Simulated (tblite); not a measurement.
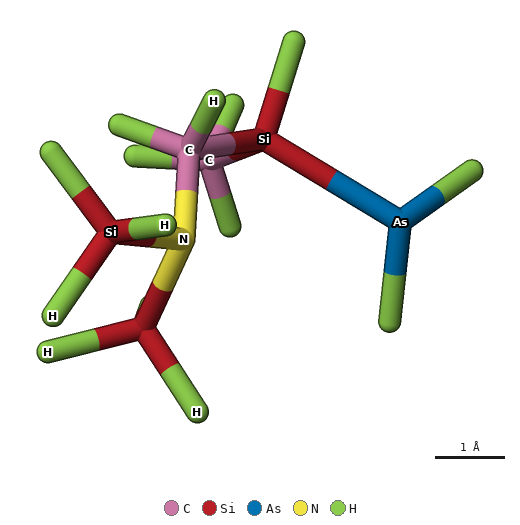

*The structure as given in the input (stick view, seen at a tilt).*

Bond lengths as drawn: As–H 1.55 to 1.56 Å, As–Si 2.35 Å, C–H 1.08 to 1.13 Å, C–N 1.44 Å, C–Si 1.83 to 1.86 Å, H–Si 1.45 to 1.50 Å and N–Si 1.76 to 1.79 Å.

**C$_{2}$H$_{14}$AsNSi$_{3}$: geometry relaxation (part 1 of 4)**

C$_{2}$H$_{14}$AsNSi$_{3}$, computed with GFN2-xTB geometry optimisation, gas phase (tblite 0.8.0).

It belongs to a series of runs on one base structure; here: H on C replaced by N(SiH3)2.

### Log
```
step      E/eV     max force
  0    -595.42841    2.267
  1    -595.73353    1.763
  2    -595.98822    1.234
  3    -596.15327    0.913
  4    -596.31030    0.945
  5    -596.39768    0.785
  6    -596.45982    0.507
  7    -596.48931    0.400
  8    -596.51116    0.398
  9    -596.53499    0.356
 10    -596.55653    0.310
 11    -596.57671    0.333
 12    -596.59619    0.392
 13    -596.61623    0.488
 14    -596.63517    0.441
 15    -596.65291    0.295
 16    -596.66688    0.313
 17    -596.67741    0.265
 18    -596.68638    0.217
 19    -596.69401    0.202
 20    -596.70010    0.240
 21    -596.70521    0.198
 22    -596.71056    0.197
 23    -596.71690    0.223
 24    -596.72358    0.231
 25    -596.72871    0.191
 26    -596.73137    0.090
 27    -596.73265    0.081
 28    -596.73363    0.076
 29    -596.73459    0.092
 30    -596.73566    0.079
 31    -596.73686    0.086
 32    -596.73813    0.086
 33    -596.73943    0.086
 34    -596.74071    0.093
 35    -596.74193    0.083
 36    -596.74309    0.085
 37    -596.74435    0.094
 38    -596.74580    0.090
 39    -596.74738    0.096
 40    -596.74895    0.085
 41    -596.75050    0.079
 42    -596.75215    0.090
 43    -596.75388    0.083
 44    -596.75539    0.083
 45    -596.75657    0.069
 46    -596.75774    0.093
 47    -596.75932    0.112
 48    -596.76128    0.107
 49    -596.76292    0.076
 50    -596.76375    0.049
 51    -596.76415    0.049
 52    -596.76461    0.053
 53    -596.76539    0.071
 54    -596.76647    0.087
 55    -596.76754    0.078
 56    -596.76832    0.056
 57    -596.76890    0.064
 58    -596.76957    0.071
 59    -596.77067    0.086
 60    -596.77252    0.114
 61    -596.77532    0.131
 62    -596.77857    0.144
 63    -596.78122    0.114
 64    -596.78318    0.106
 65    -596.78495    0.108
 66    -596.78655    0.111
 67    -596.78767    0.123
 68    -596.78900    0.082
 69    -596.79011    0.076
 70    -596.79088    0.075
 71    -596.79179    0.078
 72    -596.79281    0.093
 73    -596.79382    0.094
 74    -596.79477    0.069
 75    -596.79558    0.067
 76    -596.79648    0.070
 77    -596.79729    0.107
 78    -596.79895    0.134
 79    -596.80074    0.110
 80    -596.80225    0.088
 81    -596.80318    0.072
 82    -596.80400    0.065
 83    -596.80498    0.087
 84    -596.80629    0.087
 85    -596.80756    0.078
 86    -596.80894    0.073
 87    -596.81044    0.091
 88    -596.81211    0.103
 89    -596.81378    0.118
 90    -596.81588    0.098
 91    -596.81869    0.119
 92    -596.82341    0.196
 93    -596.82726    0.153
 94    -596.82886    0.280
 95    -596.83155    0.133
 96    -596.83397    0.157
 97    -596.83617    0.095
 98    -596.83842    0.146
 99    -596.84163    0.145
100    -596.84663    0.119
101    -596.85035    0.120
102    -596.85299    0.121
103    -596.85410    0.190
104    -596.85648    0.119
105    -596.85810    0.084
106    -596.86189    0.114
107    -596.86348    0.098
108    -596.86619    0.087
109    -596.86800    0.104
110    -596.86929    0.120
111    -596.87160    0.091
112    -596.87486    0.111
113    -596.87652    0.099
114    -596.87794    0.077
115    -596.87901    0.072
116    -596.88013    0.120
117    -596.88136    0.122
118    -596.88296    0.100
119    -596.88473    0.093
120    -596.88647    0.080
121    -596.88778    0.090
122    -596.88844    0.111
123    -596.89001    0.105
124    -596.89154    0.083
125    -596.89394    0.092
126    -596.89546    0.086
127    -596.89719    0.102
128    -596.89909    0.108
129    -596.90110    0.094
130    -596.90298    0.100
131    -596.90443    0.082
132    -596.90542    0.099
133    -596.90610    0.046
134    -596.90656    0.036
135    -596.90692    0.036
136    -596.90744    0.040
137    -596.90783    0.046
138    -596.90817    0.040
139    -596.90851    0.036
140    -596.90891    0.038
141    -596.90928    0.039
142    -596.90955    0.033
143    -596.90975    0.031
144    -596.90995    0.034
145    -596.91022    0.049
146    -596.91052    0.052
147    -596.91079    0.040
148    -596.91104    0.035
149    -596.91131    0.041
150    -596.91162    0.038
151    -596.91195    0.038
152    -596.91230    0.039
153    -596.91270    0.050
154    -596.91315    0.054
155    -596.91361    0.049
156    -596.91399    0.044
157    -596.91434    0.047
158    -596.91469    0.047
159    -596.91505    0.048
160    -596.91537    0.041
161    -596.91567    0.036
162    -596.91601    0.043
163    -596.91642    0.050
164    -596.91686    0.044
165    -596.91727    0.038
166    -596.91765    0.040
167    -596.91802    0.039
168    -596.91841    0.068
169    -596.91895    0.068
170    -596.91995    0.069
171    -596.92080    0.069
172    -596.92165    0.069
173    -596.92253    0.053
174    -596.92326    0.051
175    -596.92393    0.052
176    -596.92442    0.072
177    -596.92506    0.071
178    -596.92570    0.054
179    -596.92684    0.078
180    -596.92742    0.079
181    -596.92827    0.063
182    -596.92900    0.043
183    -596.92948    0.039
184    -596.93016    0.082
185    -596.93026    0.089
186    -596.93117    0.050
187    -596.93158    0.043
188    -596.93209    0.035
189    -596.93225    0.029
190    -596.93242    0.031
191    -596.93259    0.035
192    -596.93282    0.040
193    -596.93306    0.034
194    -596.93332    0.036
195    -596.93358    0.035
196    -596.93382    0.029
197    -596.93400    0.023
198    -596.93412    0.035
199    -596.93423    0.023
200    -596.93436    0.027
201    -596.93457    0.024
202    -596.93476    0.028
203    -596.93496    0.029
204    -596.93523    0.046
205    -596.93569    0.062
206    -596.93637    0.062
207    -596.93709    0.056
208    -596.93711    0.091
209    -596.93790    0.058
210    -596.93834    0.040
211    -596.93881    0.034
212    -596.93997    0.065
213    -596.94055    0.099
214    -596.94120    0.063
215    -596.94173    0.046
216    -596.94215    0.052
217    -596.94229    0.069
218    -596.94270    0.037
219    -596.94300    0.059
220    -596.94339    0.033
221    -596.94381    0.037
222    -596.94424    0.030
223    -596.94459    0.033
224    -596.94493    0.057
225    -596.94526    0.072
226    -596.94580    0.074
227    -596.94630    0.051
228    -596.94671    0.047
229    -596.94698    0.061
230    -596.94741    0.049
231    -596.94787    0.052
232    -596.94851    0.051
233    -596.94903    0.047
234    -596.94961    0.063
235    -596.95012    0.057
236    -596.95075    0.052
237    -596.95128    0.048
238    -596.95175    0.050
239    -596.95210    0.037
240    -596.95236    0.039
241    -596.95259    0.050
242    -596.95285    0.045
243    -596.95322    0.050
244    -596.95356    0.041
245    -596.95374    0.024
246    -596.95386    0.021
247    -596.95398    0.036
248    -596.95414    0.046
249    -596.95430    0.040
250    -596.95443    0.028
251    -596.95456    0.026
252    -596.95469    0.032
253    -596.95494    0.049
254    -596.95517    0.049
255    -596.95558    0.050
256    -596.95604    0.053
257    -596.95666    0.057
258    -596.95739    0.066
259    -596.95817    0.063
260    -596.95877    0.054
261    -596.95918    0.042
262    -596.95948    0.045
263    -596.95948    0.067
264    -596.95995    0.043
265    -596.96011    0.028
266    -596.96023    0.020
267    -596.96028    0.022
268    -596.96037    0.022
269    -596.96046    0.021
270    -596.96054    0.018
271    -596.96061    0.017
272    -596.96068    0.019
273    -596.96077    0.019
274    -596.96088    0.021
275    -596.96099    0.024
276    -596.96108    0.023
277    -596.96117    0.020
278    -596.96125    0.014
279    -596.96133    0.019
280    -596.96140    0.018
281    -596.96148    0.016
282    -596.96157    0.018
283    -596.96166    0.024
284    -596.96174    0.021
285    -596.96180    0.019
286    -596.96184    0.015
287    -596.96188    0.014
288    -596.96191    0.012
289    -596.96195    0.012
290    -596.96197    0.009
```

### Trajectory as extended XYZ (Å, eV, eV/Å), 39 of the 291 frames kept, from step=0 to step=290
```
21
Properties=species:S:1:pos:R:3:forces:R:3 step=0 energy=-595.42841
C     2.1020   -1.2737   -0.8032    1.5030  -1.5200  -0.0580
Si    1.4778    0.4500   -0.5146    2.0000   0.5940   0.8880
As    2.1657    1.2611    1.5786   -1.1520   1.5260   0.5330
C    -0.3074    0.7261   -0.8370   -0.9650   0.7850  -1.1770
N    -1.1931    0.5178    0.2763   -1.6570  -0.8300  -0.1250
Si   -1.2032   -1.0977    0.9779   -0.4720   0.2010   0.9560
Si   -2.8590    0.8947   -0.2625   -0.4090   0.6360   0.8770
H     1.4692   -1.8997   -1.4211   -0.1060  -0.0890   0.0370
H     2.3444   -1.8405    0.1385   -0.3410   0.5460  -0.8660
H     3.0682   -1.1914   -1.3538   -0.5830  -0.1390   0.3970
H     2.2024    1.3078   -1.4850   -0.0850   0.0440  -0.0730
H     3.6714    1.6108    1.4320   -0.3190  -1.0680   0.0710
H     2.0021    0.1792    2.6902    0.7980  -0.0600  -0.8240
H    -0.4245    1.7794   -1.1952    0.0280  -0.4810   0.3040
H    -0.6354    0.1138   -1.7015    0.2700   0.1310   0.0620
H    -1.3349   -0.9401    2.4623    0.1580   0.0980  -0.5390
H    -0.0028   -1.8509    0.6602   -0.0360  -0.0410  -0.0640
H    -2.4444   -1.8105    0.5734    0.5480  -0.2030  -0.0120
H    -3.2565    2.2648    0.1641    0.3870  -0.3590  -0.0900
H    -2.9867    0.8440   -1.7178    0.0910  -0.1260  -0.0610
H    -3.8642   -0.0280    0.3377    0.3420   0.3550  -0.2360
21
Properties=species:S:1:pos:R:3:forces:R:3 step=8 energy=-596.51116
C     2.1658   -1.2919   -0.8121    0.0670  -0.0360   0.0720
Si    1.5437    0.4973   -0.4263    0.2920  -0.0630   0.0910
As    2.0346    1.4876    1.6870   -0.2540  -0.0560  -0.3010
C    -0.3075    0.7159   -0.8440   -0.1890   0.0070  -0.0560
N    -1.3134    0.3995    0.1678   -0.1770  -0.1060   0.0780
Si   -1.2370   -1.1062    1.0314   -0.0590  -0.1170   0.0870
Si   -2.9229    0.9503   -0.2517   -0.0140   0.0100   0.0370
H     1.4702   -1.8836   -1.4080   -0.0050   0.2160   0.0370
H     2.3442   -1.8574    0.1018    0.0300   0.0650  -0.0030
H     3.1084   -1.2661   -1.3601   -0.0940   0.0730   0.0930
H     2.2040    1.3211   -1.4862   -0.0550  -0.0070   0.1160
H     3.5072    1.3947    1.4590    0.1670   0.0360  -0.1210
H     2.1517    0.2168    2.4573   -0.1170  -0.2100  -0.0090
H    -0.4439    1.7604   -1.1364    0.0100   0.0870   0.0650
H    -0.5429    0.1355   -1.7412    0.1790  -0.0210  -0.1770
H    -1.3080   -0.8805    2.4834    0.0170   0.1080  -0.1350
H    -0.0275   -1.8319    0.6674    0.0710   0.0190   0.0670
H    -2.3713   -1.9238    0.5849    0.0490  -0.1780   0.1390
H    -3.1861    2.3280    0.1964    0.1950  -0.1620  -0.0390
H    -2.9962    0.8402   -1.7129   -0.1270   0.1080  -0.0300
H    -3.8821    0.0110    0.3419    0.0140   0.2270  -0.0100
21
Properties=species:S:1:pos:R:3:forces:R:3 step=15 energy=-596.65291
C     2.1926   -1.2764   -0.7760    0.0200   0.0350  -0.0100
Si    1.5463    0.4860   -0.4135    0.0860   0.2200   0.0500
As    1.9792    1.4632    1.6482    0.2010  -0.1040   0.1650
C    -0.3037    0.6882   -0.8455   -0.1670   0.0450  -0.2060
N    -1.3558    0.2819    0.0816   -0.0480  -0.1060  -0.0590
Si   -1.2517   -1.1623    1.0347   -0.0060   0.0380   0.1210
Si   -2.9248    0.9476   -0.2865    0.0590   0.0540   0.2100
H     1.4472   -1.7799   -1.3898    0.2180  -0.1880   0.0650
H     2.3652   -1.8582    0.1332   -0.0670   0.0840  -0.2280
H     3.1308   -1.2375   -1.3331   -0.1680  -0.0500   0.1040
H     2.1898    1.3437   -1.4444   -0.0230   0.0030  -0.0390
H     3.4733    1.3838    1.3923   -0.1420   0.0410   0.0360
H     2.0857    0.1408    2.3526   -0.0450   0.0120   0.0180
H    -0.4543    1.7539   -1.0647    0.0400  -0.0750   0.0360
H    -0.4430    0.1708   -1.8035   -0.0970   0.0330  -0.0700
H    -1.2993   -0.7857    2.4575   -0.0380  -0.0090  -0.0850
H     0.0099   -1.8159    0.7249    0.1030  -0.0730   0.0350
H    -2.3350   -2.0930    0.6894    0.0310   0.0200   0.0700
H    -3.0351    2.3240    0.2040    0.1360   0.0360  -0.0140
H    -3.0923    0.9153   -1.7312   -0.0720   0.0200  -0.2280
H    -3.9341    0.1269    0.3694   -0.0210  -0.0360   0.0290
21
Properties=species:S:1:pos:R:3:forces:R:3 step=23 energy=-596.71690
C     2.1855   -1.2438   -0.7718    0.0890  -0.1350  -0.0320
Si    1.5173    0.5180   -0.4185    0.1360  -0.0910  -0.0420
As    1.9646    1.4282    1.6884    0.0890  -0.1210  -0.0250
C    -0.3293    0.6637   -0.8917   -0.0500   0.0750  -0.0860
N    -1.3882    0.1809   -0.0120    0.0180  -0.0560  -0.0420
Si   -1.2275   -1.1875    1.0410   -0.0610   0.0780   0.0720
Si   -2.9234    0.9504   -0.3038    0.0910   0.0210   0.1660
H     1.4974   -1.8162   -1.3882   -0.0290   0.0260  -0.0060
H     2.3546   -1.8210    0.1364   -0.0040   0.1000  -0.0040
H     3.1320   -1.2094   -1.3072   -0.0040   0.0740   0.0500
H     2.1747    1.3760   -1.4469   -0.0670  -0.0100   0.0450
H     3.4559    1.3842    1.3913   -0.1910  -0.0550   0.1010
H     2.0499    0.0708    2.3367    0.0580   0.0870  -0.0360
H    -0.4798    1.7417   -1.0308   -0.0750  -0.0230  -0.0530
H    -0.4475    0.2152   -1.8889   -0.0420   0.0440   0.0560
H    -1.3172   -0.7291    2.4392    0.0290   0.0010  -0.0560
H     0.0578   -1.8329    0.7922   -0.0080   0.0110   0.0260
H    -2.2978   -2.1599    0.7858    0.0180   0.0310  -0.0190
H    -2.8687    2.3312    0.1981    0.0440  -0.0280  -0.0190
H    -3.1716    0.9718   -1.7424   -0.0320  -0.0050  -0.1280
H    -3.9475    0.1845    0.3924   -0.0080  -0.0250   0.0340
21
Properties=species:S:1:pos:R:3:forces:R:3 step=31 energy=-596.73686
C     2.1963   -1.2415   -0.7794    0.0510  -0.0620   0.0100
Si    1.5057    0.5081   -0.4377   -0.0170  -0.0150  -0.0390
As    1.9301    1.3832    1.6840    0.0120  -0.0060   0.0850
C    -0.3404    0.6627   -0.9223   -0.0680  -0.0040  -0.0440
N    -1.3936    0.1363   -0.0622   -0.0220   0.0380   0.0320
Si   -1.2232   -1.1796    1.0490   -0.0050   0.0330   0.0210
Si   -2.9133    0.9462   -0.3029    0.0030   0.0320   0.0560
H     1.5237   -1.8341   -1.3928    0.0210   0.0230  -0.0330
H     2.3594   -1.7906    0.1446    0.0150   0.0030   0.0230
H     3.1534   -1.1843   -1.2905   -0.0060   0.0030  -0.0190
H     2.1473    1.3950   -1.4425    0.0060   0.0180  -0.0160
H     3.4178    1.3581    1.4305   -0.0510   0.0060  -0.0060
H     2.0618    0.0387    2.3363   -0.0340  -0.0240  -0.0260
H    -0.5166    1.7402   -1.0409    0.0330  -0.0330   0.0070
H    -0.4678    0.2402   -1.9273    0.0400  -0.0100  -0.0120
H    -1.3098   -0.6887    2.4334    0.0060   0.0290  -0.0040
H     0.0663   -1.8256    0.8363    0.0490  -0.0060  -0.0080
H    -2.2818   -2.1649    0.8107   -0.0240   0.0160  -0.0140
H    -2.7782    2.3241    0.1923   -0.0120  -0.0230  -0.0010
H    -3.2069    0.9888   -1.7381   -0.0110  -0.0200  -0.0350
H    -3.9390    0.2047    0.4189    0.0140   0.0020   0.0220
21
Properties=species:S:1:pos:R:3:forces:R:3 step=38 energy=-596.74580
C     2.2239   -1.2436   -0.7820    0.0090   0.0150  -0.0260
Si    1.5021    0.4991   -0.4500   -0.0680   0.0170  -0.0040
As    1.8824    1.3355    1.7046   -0.0720   0.0170  -0.0290
C    -0.3468    0.6513   -0.9444    0.0140   0.0220  -0.0100
N    -1.3952    0.1416   -0.0686    0.0360   0.0070  -0.0620
Si   -1.2176   -1.1597    1.0570    0.0030   0.0610  -0.0220
Si   -2.9178    0.9492   -0.2943    0.0510   0.0060   0.0470
H     1.5637   -1.8359   -1.4090    0.0080  -0.0250   0.0170
H     2.3850   -1.7887    0.1464   -0.0070   0.0140  -0.0530
H     3.1816   -1.1760   -1.2904    0.0140   0.0190   0.0170
H     2.1283    1.4106   -1.4475    0.0230  -0.0340   0.0380
H     3.3640    1.3515    1.4469    0.0300  -0.0030   0.0230
H     2.0346   -0.0208    2.3240   -0.0040  -0.0380  -0.0300
H    -0.5139    1.7307   -1.0625    0.0240  -0.0410  -0.0220
H    -0.4758    0.2281   -1.9516    0.0080  -0.0090   0.0890
H    -1.2922   -0.6349    2.4289   -0.0200  -0.0100   0.0210
H     0.0764   -1.8014    0.8546    0.0290  -0.0310  -0.0180
H    -2.2868   -2.1286    0.8029   -0.0030  -0.0250   0.0480
H    -2.7559    2.3233    0.1979   -0.0450   0.0200  -0.0200
H    -3.2262    0.9711   -1.7282   -0.0300  -0.0040   0.0060
H    -3.9227    0.2147    0.4648    0.0010   0.0200  -0.0110
21
Properties=species:S:1:pos:R:3:forces:R:3 step=46 energy=-596.75774
C     2.2612   -1.2352   -0.8039    0.0000  -0.0130   0.0170
Si    1.4895    0.4833   -0.4629    0.0200   0.0420   0.0000
As    1.7877    1.2572    1.7218   -0.0400   0.0280  -0.0130
C    -0.3481    0.6380   -0.9780    0.0400  -0.0130  -0.0170
N    -1.3922    0.1460   -0.0901    0.0440   0.0450   0.0020
Si   -1.1976   -1.1237    1.0683   -0.0290   0.0270  -0.0100
Si   -2.9113    0.9660   -0.2746   -0.0030  -0.0090   0.0150
H     1.6323   -1.8540   -1.4371    0.0180   0.0150  -0.0330
H     2.4198   -1.7752    0.1265    0.0120  -0.0200   0.0050
H     3.2300   -1.1344   -1.2861   -0.0330   0.0040  -0.0140
H     2.1325    1.4135   -1.4252    0.0440   0.0180  -0.0080
H     3.2733    1.3435    1.4991    0.0270   0.0030   0.0290
H     1.9815   -0.1245    2.2637    0.0150  -0.0370   0.0300
H    -0.4990    1.7168   -1.1205   -0.0470  -0.0760  -0.0260
H    -0.4720    0.1866   -1.9712   -0.0350   0.0130   0.0230
H    -1.2827   -0.5664    2.4270    0.0300  -0.0080   0.0290
H     0.0923   -1.7810    0.8677   -0.0130  -0.0020  -0.0120
H    -2.2743   -2.0911    0.8523   -0.0180  -0.0610   0.0240
H    -2.7551    2.3491    0.1873    0.0100   0.0450  -0.0150
H    -3.2812    0.9495   -1.6903   -0.0120   0.0200  -0.0680
H    -3.8955    0.2530    0.5255   -0.0330  -0.0220   0.0410
```
